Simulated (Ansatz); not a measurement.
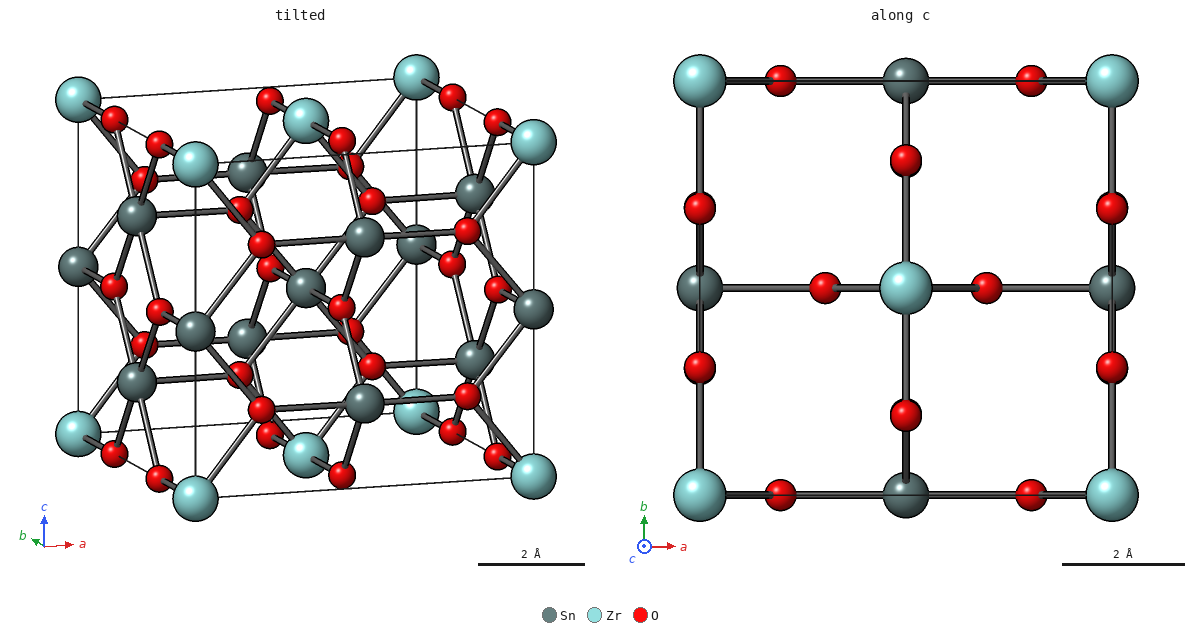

Structure drawing (ball-and-stick), viewed slightly off an axis and along the c axis. The edges of the conventional unit cell are marked.

ZrSn3O8, space group Cmmm (No. 65), a = 6.759 Å, b = 6.792 Å, c = 6.435 Å, α = 90.00°, β = 90.00°, γ = 90.00°. Origin of the cell: a structure type filled with these elements by a generator (whether the compound takes this form wasn't checked). Earlier steps of the study, as a rule a relaxation of our own, may have changed the cell and positions, so they can lie some per cent off the listed ones. It went into a calculation with Ansatz.

This one geometry was computed with Ansatz (DFT, plane waves, PAW) at five levels of theory: PBE0, r2SCAN, HSE06, PBE with spin-orbit coupling and PBE. It was relaxed beforehand with r2SCAN.

### Which level gives the highest pressure at this volume, and what does that say about its equilibrium volume?

Highest: PBE with spin-orbit coupling (6.5 GPa) and PBE (6.5 GPa), which points to the largest equilibrium volume. Lowest, with the smallest volume: PBE0 (-1.7 GPa) and HSE06 (-1.6 GPa). Levels within 0.5 GPa of each other can't be told apart.

### How does the band gap change with the level of theory?

PBE: a gap of 2.09 eV, direct; PBE with spin-orbit coupling: a gap of 2.09 eV, direct; r2SCAN: a gap of 2.73 eV, direct; HSE06: a gap of 3.78 eV, direct; PBE0: a gap of 4.51 eV, direct.

### Collect the results in a table.

| level | cutoff (eV) | k-mesh of the run's cell | gap (eV) | pressure (GPa) |
| --- | --- | --- | --- | --- |
| PBE0 | 420 | 4×4×2 | 4.51 | -1.7 |
| r2SCAN | 500 | 6×6×4 | 2.73 | 0.0 |
| HSE06 | 420 | 4×4×2 | 3.78 | -1.6 |
| PBE with spin-orbit coupling | 420 | 6×6×4 | 2.09 | 6.5 |
| PBE | 420 | 6×6×4 | 2.09 | 6.5 |

Gaps are taken on the k-mesh or band path of each run.
